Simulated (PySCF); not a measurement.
# C2H9BClN: NMR shifts at several levels of theory

How much do the NMR shifts of C2H9BClN (`CC[B@H-]([NH3+])Cl`) depend on the level of theory, and what does each level cost?

Programs: PySCF 2.14.0, with density-fitted response routines of our own. Each step states its level of theory. These are calculated values for one molecule in the gas phase, unless marked as measured. Atoms count from 0, in the outputs and in this text.

**1. The starting structure**

14 atoms, charge 0, multiplicity 1; geometry from: PBE0-D3(BJ)/def2-SVP.

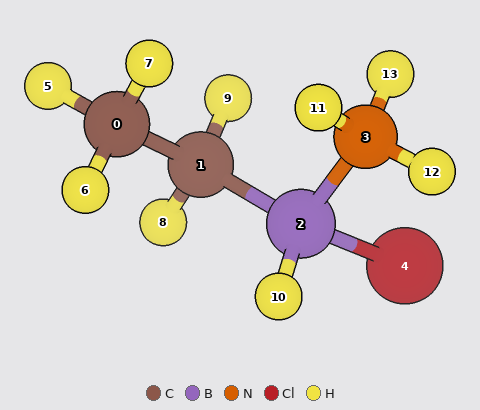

The starting geometry (carbon brown, boron purple, nitrogen orange, chlorine red, hydrogen yellow), atoms numbered; sticks join atoms by distance.

**2. Shielding tensors: HF/pcSseg-1**

The job: settings as JSON, then the geometry in Å.

```
{"job": {"kind": "nmr", "xc": "HF", "basis": "pcSseg-1", "pop": false}, "charge": 0, "multiplicity": 1}
C     -1.535506     0.577203     0.519289
C     -0.856462    -0.249628    -0.569507
B      0.555555    -0.878150    -0.148330
N      1.600712     0.345565     0.130261
Cl     1.391929    -1.809564    -1.534957
H     -2.516008     0.971533     0.207284
H     -1.696723    -0.019534     1.431817
H     -0.937221     1.459133     0.817735
H     -1.513412    -1.090018    -0.851290
H     -0.752273     0.350461    -1.494396
H      0.552362    -1.529079     0.886942
H      1.281927     0.938348     0.899169
H      2.522459    -0.029674     0.358848
H      1.696759     0.920368    -0.710134
```

Method: GIAO HF/pcSseg-1 NMR shielding, non-relativistic, gas phase.

On the command line:

```
> OMP_NUM_THREADS=1 python probes_run.py task.json out
```

The driver reads the jobs from task.json and runs them one after another.

Standard output:

```text
final grid: 104712 points
cycle   1  E = -619.5440068736  dE =  6.166e-01  |g| = 4.473e-01  |ddm| = 2.882e+00
cycle   2  E = -619.6101764442  dE = -6.617e-02  |g| = 1.733e-01  |ddm| = 6.784e-01
cycle   3  E = -619.6172148751  dE = -7.038e-03  |g| = 5.775e-02  |ddm| = 1.867e-01
cycle   4  E = -619.6182136147  dE = -9.987e-04  |g| = 9.698e-03  |ddm| = 6.195e-02
cycle   5  E = -619.6182536195  dE = -4.000e-05  |g| = 3.067e-03  |ddm| = 1.578e-02
cycle   6  E = -619.6182576403  dE = -4.021e-06  |g| = 8.548e-04  |ddm| = 5.965e-03
cycle   7  E = -619.6182581334  dE = -4.931e-07  |g| = 2.222e-04  |ddm| = 2.440e-03
cycle   8  E = -619.6182581702  dE = -3.683e-08  |g| = 5.391e-05  |ddm| = 7.411e-04
cycle   9  E = -619.6182581716  dE = -1.386e-09  |g| = 1.330e-05  |ddm| = 1.085e-04
cycle  10  E = -619.6182581717  dE = -1.000e-10  |g| = 2.967e-06  |ddm| = 3.329e-05
converged SCF energy = -619.6182581717

GIAO shielding tensors (ppm)
atom      isotropic    diamagn.    paramagn.     s11        s22        s33       span
  0 C      178.020     245.123     -67.103    171.207    172.847    190.006     18.799
  1 C      174.234     247.774     -73.540    166.900    171.998    183.804     16.904
  2 B      115.858     179.445     -63.587    104.630    115.792    127.152     22.522
  3 N      214.587     318.964    -104.377    204.212    214.071    225.479     21.266
  4 Cl     994.326    1148.107    -153.781    900.519   1030.712   1051.746    151.227
  5 H       30.353      28.881       1.472     25.307     27.434     38.318     13.010
  6 H       30.694      29.753       0.941     26.246     28.372     37.464     11.218
  7 H       31.620      31.531       0.090     26.522     31.226     37.113     10.591
  8 H       30.807      30.489       0.317     25.340     30.494     36.586     11.247
  9 H       31.684      31.754      -0.070     27.220     31.621     36.212      8.992
 10 H       28.749      28.951      -0.202     26.055     28.419     31.774      5.720
 11 H       28.549      31.002      -2.453     20.948     25.795     38.903     17.955
 12 H       28.503      28.301       0.202     22.077     25.307     38.125     16.048
 13 H       29.117      30.295      -1.177     24.623     25.635     37.093     12.470
```

It took 4.4 s on 1 thread of Intel Xeon Platinum 8488C, shared host; peak memory 0.71 GiB.

The references, computed at this level on geometries of the same kind, shield at (ppm): 1H TMS 31.69, 13C TMS 190.8, 15N NH3 265.7, 11B BF3·OEt2 115.3, 35Cl HCl 956. Their shielding less the atom's gives the shift. The references are single molecules in the gas phase, so shifts against H2O, NH3, PH3, H3PO4 or CFCl3 are not on the usual liquid scales and can be off by tens of ppm. Atoms listed in one row are averaged.

```tsv
atoms	environment	σ (ppm)	δ (ppm)
C1	sp3 CH2 bonded to B	174.2	16.6
C0	methyl carbon	178.0	12.8
H11, H12, H13	hydrogen on a donor nitrogen of a Lewis adduct	28.72	2.96
H10	hydrogen on a boron bonded to C, Cl, N	28.75	2.94
H8	hydrogen on an sp3 CH2 bonded to B	30.81	0.88
H5, H6, H7	hydrogen on a methyl carbon	30.89	0.80
H9	hydrogen on an sp3 CH2 bonded to B	31.68	0.00
B2	boron bonded to C, Cl, N, H	115.9	-0.6
N3	donor nitrogen of a Lewis adduct	214.6	51.1
Cl4	chlorine bonded to B	994	-38
```

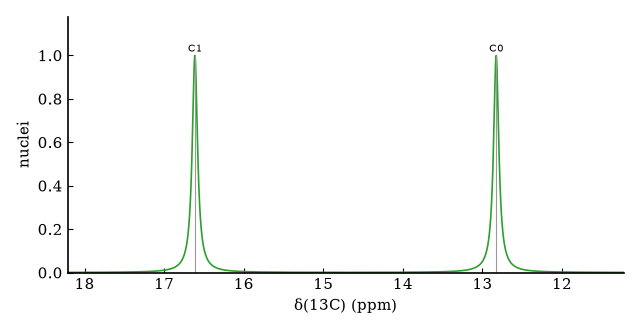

13C lines at the computed shifts, without couplings. Lines are broadened to a width of 0.08 ppm (Lorentzian).

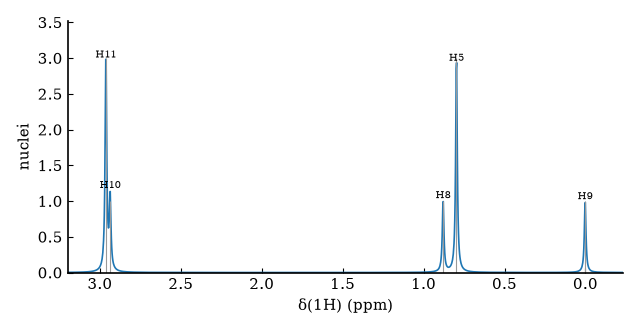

1H lines at the computed shifts, without couplings. Lines are broadened to a width of 0.01 ppm (Lorentzian).

**3. NMR shieldings: LDA/pcSseg-1**

Settings changed since step 2:

```diff
@@ -1,2 +1,2 @@
-{"job": {"kind": "nmr", "xc": "HF", "basis": "pcSseg-1", "pop": false}, "charge": 0, "multiplicity": 1}
+{"job": {"kind": "nmr", "xc": "LDA", "basis": "pcSseg-1", "pop": false}, "charge": 0, "multiplicity": 1}
 C     -1.535506     0.577203     0.519289
```

Level: GIAO LDA/pcSseg-1 NMR shielding, non-relativistic, gas phase.

Standard output:

```text
coarse grid: 11528 points
cycle   1  E = -618.3256816292  dE =  1.396e-01  |g| = 6.287e-01  |ddm| = 3.068e+00
cycle   2  E = -618.1718976696  dE =  1.538e-01  |g| = 9.896e-01  |ddm| = 1.879e+00
cycle   3  E = -618.4391264161  dE = -2.672e-01  |g| = 9.635e-02  |ddm| = 1.211e+00
cycle   4  E = -618.4414691988  dE = -2.343e-03  |g| = 4.206e-02  |ddm| = 1.975e-01
cycle   5  E = -618.4418265695  dE = -3.574e-04  |g| = 7.371e-03  |ddm| = 5.591e-02
cycle   6  E = -618.4418355227  dE = -8.953e-06  |g| = 3.872e-03  |ddm| = 1.036e-02
cycle   7  E = -618.4418392287  dE = -3.706e-06  |g| = 7.027e-04  |ddm| = 3.958e-03
final grid: 104712 points
cycle   8  E = -618.4741360379  dE = -5.202e-05  |g| = 5.363e-03  |ddm| = 2.352e-02
cycle   9  E = -618.4741225841  dE =  1.345e-05  |g| = 9.465e-03  |ddm| = 1.126e-02
cycle  10  E = -618.4741426937  dE = -2.011e-05  |g| = 4.681e-04  |ddm| = 7.435e-03
cycle  11  E = -618.4741427451  dE = -5.145e-08  |g| = 2.218e-04  |ddm| = 9.745e-04
cycle  12  E = -618.4741427564  dE = -1.125e-08  |g| = 4.284e-05  |ddm| = 2.701e-04
cycle  13  E = -618.4741427568  dE = -4.243e-10  |g| = 1.380e-05  |ddm| = 5.243e-05
converged SCF energy = -618.4741427568

GIAO shielding tensors (ppm)
atom      isotropic    diamagn.    paramagn.     s11        s22        s33       span
  0 C      168.812     247.823     -79.010    160.072    161.686    184.680     24.608
  1 C      161.048     248.517     -87.469    151.062    160.248    171.835     20.773
  2 B       98.765     186.602     -87.838     86.622     97.940    111.731     25.109
  3 N      202.546     315.901    -113.355    187.885    203.292    216.460     28.575
  4 Cl     901.390    1147.988    -246.598    780.796    945.447    977.927    197.131
  5 H       29.445      28.087       1.357     24.521     26.825     36.988     12.467
  6 H       29.868      29.259       0.609     25.767     27.552     36.284     10.517
  7 H       30.739      31.035      -0.296     25.973     30.286     35.957      9.984
  8 H       29.744      29.688       0.055     24.564     29.831     34.836     10.271
  9 H       30.771      30.810      -0.039     26.520     31.091     34.701      8.181
 10 H       27.411      28.573      -1.162     25.091     27.420     29.721      4.629
 11 H       27.625      30.478      -2.853     20.095     25.275     37.506     17.411
 12 H       28.111      28.317      -0.205     22.528     24.850     36.957     14.429
 13 H       28.934      29.887      -0.953     25.250     25.448     36.105     10.855
```

Run time: 13 s. Hardware: 1 thread of Intel Xeon Platinum 8488C, shared host; peak memory 0.7 GiB.

In short: δ C1 19.7, C0 11.9, B2 -5.9, N3 69.4, H10 3.42, H11 2.60 ppm (means over like atoms).

**4. Nuclear shieldings: PBE/pcSseg-1**

Settings changed since step 3:

```diff
@@ -1,2 +1,2 @@
-{"job": {"kind": "nmr", "xc": "LDA", "basis": "pcSseg-1", "pop": false}, "charge": 0, "multiplicity": 1}
+{"job": {"kind": "nmr", "xc": "PBE", "basis": "pcSseg-1", "pop": false}, "charge": 0, "multiplicity": 1}
 C     -1.535506     0.577203     0.519289
```

Level: GIAO PBE/pcSseg-1 NMR shielding, non-relativistic, gas phase.

Standard output:

```text
coarse grid: 11528 points
cycle   1  E = -620.9090567455  dE =  1.389e-01  |g| = 5.947e-01  |ddm| = 3.064e+00
cycle   2  E = -620.7878591018  dE =  1.212e-01  |g| = 9.024e-01  |ddm| = 1.816e+00
cycle   3  E = -621.0125554195  dE = -2.247e-01  |g| = 9.319e-02  |ddm| = 1.144e+00
cycle   4  E = -621.0148034095  dE = -2.248e-03  |g| = 3.491e-02  |ddm| = 1.781e-01
cycle   5  E = -621.0150556769  dE = -2.523e-04  |g| = 6.983e-03  |ddm| = 4.791e-02
cycle   6  E = -621.0150643328  dE = -8.656e-06  |g| = 3.546e-03  |ddm| = 9.797e-03
cycle   7  E = -621.0150674439  dE = -3.111e-06  |g| = 5.801e-04  |ddm| = 3.536e-03
final grid: 104712 points
cycle   8  E = -621.0458528467  dE = -4.236e-05  |g| = 1.432e-02  |ddm| = 3.100e-02
cycle   9  E = -621.0457615912  dE =  9.126e-05  |g| = 2.418e-02  |ddm| = 3.199e-02
cycle  10  E = -621.0459009873  dE = -1.394e-04  |g| = 1.510e-03  |ddm| = 2.104e-02
cycle  11  E = -621.0459014456  dE = -4.583e-07  |g| = 4.135e-04  |ddm| = 2.522e-03
cycle  12  E = -621.0459014877  dE = -4.213e-08  |g| = 8.475e-05  |ddm| = 4.733e-04
cycle  13  E = -621.0459014895  dE = -1.773e-09  |g| = 2.486e-05  |ddm| = 1.179e-04
cycle  14  E = -621.0459014897  dE = -1.478e-10  |g| = 4.298e-06  |ddm| = 2.559e-05
converged SCF energy = -621.0459014897

GIAO shielding tensors (ppm)
atom      isotropic    diamagn.    paramagn.     s11        s22        s33       span
  0 C      166.273     246.835     -80.561    157.820    159.199    181.801     23.981
  1 C      159.588     247.659     -88.071    150.057    158.021    170.685     20.628
  2 B      100.606     186.895     -86.289     88.980     99.953    112.885     23.905
  3 N      200.061     314.843    -114.782    186.809    200.275    213.100     26.291
  4 Cl     911.359    1148.303    -236.944    793.282    948.693    992.103    198.822
  5 H       29.812      28.390       1.422     25.121     27.269     37.045     11.924
  6 H       30.219      29.667       0.552     26.326     27.989     36.342     10.017
  7 H       31.063      31.474      -0.410     26.499     30.638     36.052      9.552
  8 H       30.137      30.031       0.105     25.156     30.293     34.961      9.805
  9 H       31.102      31.238      -0.135     27.023     31.481     34.803      7.780
 10 H       27.890      29.120      -1.230     25.582     27.879     30.209      4.627
 11 H       27.978      30.909      -2.931     20.695     25.701     37.537     16.842
 12 H       28.463      28.536      -0.073     23.055     25.354     36.980     13.925
 13 H       29.221      30.261      -1.040     25.673     25.882     36.109     10.436
```

Wall time 16 s (1 thread of Intel Xeon Platinum 8488C, shared host); peak memory 0.76 GiB.

Key values: δ C1 20.4, C0 13.8, B2 -5.8, N3 65.0, H10 3.31, H11 2.64 ppm (means over like atoms).

**5. NMR shieldings: BLYP/pcSseg-1**

Settings changed since step 4:

```diff
@@ -1,2 +1,2 @@
-{"job": {"kind": "nmr", "xc": "PBE", "basis": "pcSseg-1", "pop": false}, "charge": 0, "multiplicity": 1}
+{"job": {"kind": "nmr", "xc": "BLYP", "basis": "pcSseg-1", "pop": false}, "charge": 0, "multiplicity": 1}
 C     -1.535506     0.577203     0.519289
```

Level: GIAO BLYP/pcSseg-1 NMR shielding, non-relativistic, gas phase.

Standard output:

```text
coarse grid: 11528 points
cycle   1  E = -621.2181662884  dE =  1.407e-01  |g| = 6.262e-01  |ddm| = 3.072e+00
cycle   2  E = -621.0724808786  dE =  1.457e-01  |g| = 9.700e-01  |ddm| = 1.932e+00
cycle   3  E = -621.3302377705  dE = -2.578e-01  |g| = 9.435e-02  |ddm| = 1.249e+00
cycle   4  E = -621.3324382129  dE = -2.200e-03  |g| = 4.057e-02  |ddm| = 1.847e-01
cycle   5  E = -621.3327851023  dE = -3.469e-04  |g| = 7.742e-03  |ddm| = 5.431e-02
cycle   6  E = -621.3327961287  dE = -1.103e-05  |g| = 3.730e-03  |ddm| = 1.081e-02
cycle   7  E = -621.3327995528  dE = -3.424e-06  |g| = 6.594e-04  |ddm| = 3.709e-03
final grid: 104712 points
cycle   8  E = -621.3653191188  dE = -4.451e-05  |g| = 1.067e-02  |ddm| = 2.761e-02
cycle   9  E = -621.3652647226  dE =  5.440e-05  |g| = 1.872e-02  |ddm| = 2.275e-02
cycle  10  E = -621.3653451537  dE = -8.043e-05  |g| = 7.561e-04  |ddm| = 1.533e-02
cycle  11  E = -621.3653452835  dE = -1.298e-07  |g| = 3.190e-04  |ddm| = 1.278e-03
cycle  12  E = -621.3653453091  dE = -2.562e-08  |g| = 5.414e-05  |ddm| = 3.287e-04
cycle  13  E = -621.3653453097  dE = -6.150e-10  |g| = 1.850e-05  |ddm| = 6.579e-05
converged SCF energy = -621.3653453097

GIAO shielding tensors (ppm)
atom      isotropic    diamagn.    paramagn.     s11        s22        s33       span
  0 C      160.696     245.683     -84.987    151.927    153.539    176.623     24.697
  1 C      153.209     246.565     -93.356    142.990    151.561    165.077     22.086
  2 B       96.399     186.640     -90.240     84.832     95.471    108.895     24.063
  3 N      194.934     314.078    -119.144    181.383    194.771    208.649     27.266
  4 Cl     902.269    1148.683    -246.414    778.887    937.593    990.328    211.440
  5 H       29.950      28.408       1.542     25.451     27.532     36.867     11.416
  6 H       30.351      29.851       0.500     26.657     28.201     36.196      9.540
  7 H       31.190      31.752      -0.562     26.821     30.812     35.938      9.117
  8 H       30.288      30.043       0.245     25.520     30.613     34.732      9.212
  9 H       31.252      31.377      -0.125     27.361     31.761     34.634      7.273
 10 H       28.128      29.533      -1.405     25.850     28.150     30.384      4.534
 11 H       28.076      31.113      -3.037     20.963     25.864     37.401     16.438
 12 H       28.597      28.636      -0.040     23.380     25.603     36.806     13.426
 13 H       29.343      30.415      -1.071     25.881     26.204     35.945     10.064
```

It took 21 s on 1 thread of Intel Xeon Platinum 8488C, shared host; peak memory 0.76 GiB.

This run: δ C1 22.1, C0 14.6, B2 -3.6, N3 67.6, H10 3.23, H11 2.69 ppm (means over like atoms).

**6. Shielding tensors: BP86/pcSseg-1**

Settings changed since step 5:

```diff
@@ -1,2 +1,2 @@
-{"job": {"kind": "nmr", "xc": "BLYP", "basis": "pcSseg-1", "pop": false}, "charge": 0, "multiplicity": 1}
+{"job": {"kind": "nmr", "xc": "BP86", "basis": "pcSseg-1", "pop": false}, "charge": 0, "multiplicity": 1}
 C     -1.535506     0.577203     0.519289
```

Method: GIAO BP86/pcSseg-1 NMR shielding, non-relativistic, gas phase.

Standard output:

```text
coarse grid: 11528 points
cycle   1  E = -621.3763956165  dE =  1.395e-01  |g| = 5.867e-01  |ddm| = 3.061e+00
cycle   2  E = -621.2694684061  dE =  1.069e-01  |g| = 8.732e-01  |ddm| = 1.699e+00
cycle   3  E = -621.4767463548  dE = -2.073e-01  |g| = 9.001e-02  |ddm| = 1.042e+00
cycle   4  E = -621.4788229505  dE = -2.077e-03  |g| = 3.434e-02  |ddm| = 1.675e-01
cycle   5  E = -621.4790650948  dE = -2.421e-04  |g| = 6.741e-03  |ddm| = 4.688e-02
cycle   6  E = -621.4790732722  dE = -8.177e-06  |g| = 3.365e-03  |ddm| = 9.290e-03
cycle   7  E = -621.4790760697  dE = -2.798e-06  |g| = 5.882e-04  |ddm| = 3.377e-03
final grid: 104712 points
cycle   8  E = -621.5066050089  dE = -5.939e-05  |g| = 7.170e-03  |ddm| = 2.627e-02
cycle   9  E = -621.5065880566  dE =  1.695e-05  |g| = 1.086e-02  |ddm| = 1.425e-02
cycle  10  E = -621.5066151950  dE = -2.714e-05  |g| = 1.242e-03  |ddm| = 9.229e-03
cycle  11  E = -621.5066154334  dE = -2.384e-07  |g| = 3.447e-04  |ddm| = 1.713e-03
cycle  12  E = -621.5066154634  dE = -2.995e-08  |g| = 5.524e-05  |ddm| = 4.715e-04
cycle  13  E = -621.5066154641  dE = -7.201e-10  |g| = 1.703e-05  |ddm| = 6.331e-05
converged SCF energy = -621.5066154641

GIAO shielding tensors (ppm)
atom      isotropic    diamagn.    paramagn.     s11        s22        s33       span
  0 C      165.802     247.250     -81.448    157.473    158.895    181.040     23.567
  1 C      159.631     248.189     -88.558    150.269    157.853    170.772     20.502
  2 B      100.504     186.449     -85.945     88.691     99.876    112.944     24.253
  3 N      199.913     315.687    -115.773    187.159    200.123    212.458     25.300
  4 Cl     914.634    1148.428    -233.794    797.455    950.894    995.554    198.098
  5 H       29.889      28.447       1.443     25.234     27.324     37.110     11.875
  6 H       30.278      29.767       0.511     26.381     28.064     36.389     10.008
  7 H       31.128      31.624      -0.496     26.563     30.716     36.104      9.541
  8 H       30.221      30.100       0.121     25.260     30.369     35.033      9.773
  9 H       31.171      31.364      -0.192     27.123     31.532     34.860      7.737
 10 H       27.951      29.226      -1.275     25.638     27.944     30.270      4.632
 11 H       28.066      31.041      -2.976     20.827     25.791     37.579     16.752
 12 H       28.519      28.575      -0.057     23.099     25.452     37.005     13.907
 13 H       29.251      30.369      -1.118     25.734     25.917     36.102     10.368
```

It took 22 s on 1 thread of Intel Xeon Platinum 8488C, shared host; peak memory 0.74 GiB.

In short: δ C1 20.1, C0 13.9, B2 -5.2, N3 63.2, H10 3.32, H11 2.65 ppm (means over like atoms).

**7. NMR shieldings: OPBE/pcSseg-1**

Settings changed since step 6:

```diff
@@ -1,2 +1,2 @@
-{"job": {"kind": "nmr", "xc": "BP86", "basis": "pcSseg-1", "pop": false}, "charge": 0, "multiplicity": 1}
+{"job": {"kind": "nmr", "xc": "OPBE", "basis": "pcSseg-1", "pop": false}, "charge": 0, "multiplicity": 1}
 C     -1.535506     0.577203     0.519289
```

Method: GIAO OPBE/pcSseg-1 NMR shielding, non-relativistic, gas phase.

Standard output:

```text
coarse grid: 11528 points
cycle   1  E = -621.2689468922  dE =  1.172e-01  |g| = 5.490e-01  |ddm| = 3.066e+00
cycle   2  E = -621.1931570035  dE =  7.579e-02  |g| = 7.742e-01  |ddm| = 1.740e+00
cycle   3  E = -621.3608184695  dE = -1.677e-01  |g| = 9.007e-02  |ddm| = 1.035e+00
cycle   4  E = -621.3629262429  dE = -2.108e-03  |g| = 2.703e-02  |ddm| = 1.541e-01
cycle   5  E = -621.3630839828  dE = -1.577e-04  |g| = 6.170e-03  |ddm| = 3.841e-02
cycle   6  E = -621.3630913123  dE = -7.330e-06  |g| = 3.086e-03  |ddm| = 9.173e-03
final grid: 104712 points
cycle   7  E = -621.3655260966  dE = -1.936e-04  |g| = 1.789e-02  |ddm| = 6.332e-02
cycle   8  E = -621.3654992388  dE =  2.686e-05  |g| = 1.874e-02  |ddm| = 3.991e-02
cycle   9  E = -621.3655821297  dE = -8.289e-05  |g| = 3.627e-03  |ddm| = 2.270e-02
cycle  10  E = -621.3655852410  dE = -3.111e-06  |g| = 7.199e-04  |ddm| = 4.141e-03
cycle  11  E = -621.3655853898  dE = -1.488e-07  |g| = 8.702e-05  |ddm| = 1.122e-03
cycle  12  E = -621.3655853913  dE = -1.477e-09  |g| = 4.749e-05  |ddm| = 1.292e-04
cycle  13  E = -621.3655853919  dE = -5.484e-10  |g| = 1.262e-05  |ddm| = 5.551e-05
converged SCF energy = -621.3655853919

GIAO shielding tensors (ppm)
atom      isotropic    diamagn.    paramagn.     s11        s22        s33       span
  0 C      171.208     247.422     -76.213    163.245    164.339    186.041     22.796
  1 C      166.465     248.305     -81.840    158.356    164.303    176.735     18.379
  2 B      107.636     187.256     -79.620     96.173    107.514    119.222     23.049
  3 N      206.234     315.402    -109.168    195.036    206.433    217.234     22.198
  4 Cl     932.396    1148.765    -216.369    823.144    965.747   1008.298    185.154
  5 H       29.888      28.531       1.357     25.149     27.232     37.281     12.132
  6 H       30.274      29.673       0.601     26.283     28.017     36.522     10.239
  7 H       31.100      31.364      -0.264     26.443     30.639     36.218      9.775
  8 H       30.191      30.170       0.022     25.069     30.178     35.328     10.259
  9 H       31.082      31.318      -0.236     26.860     31.317     35.070      8.211
 10 H       27.961      28.980      -1.019     25.629     27.881     30.372      4.744
 11 H       28.028      30.858      -2.830     20.678     25.691     37.715     17.037
 12 H       28.449      28.401       0.049     22.852     25.289     37.207     14.355
 13 H       29.128      30.225      -1.097     25.416     25.663     36.305     10.888
```

It took 15 s on 1 thread of Intel Xeon Platinum 8488C, shared host; peak memory 0.76 GiB.

Key values: δ C1 18.7, C0 13.9, B2 -7.3, N3 57.9, H10 3.27, H11 2.69 ppm (means over like atoms).

[end of part 1 of 2]
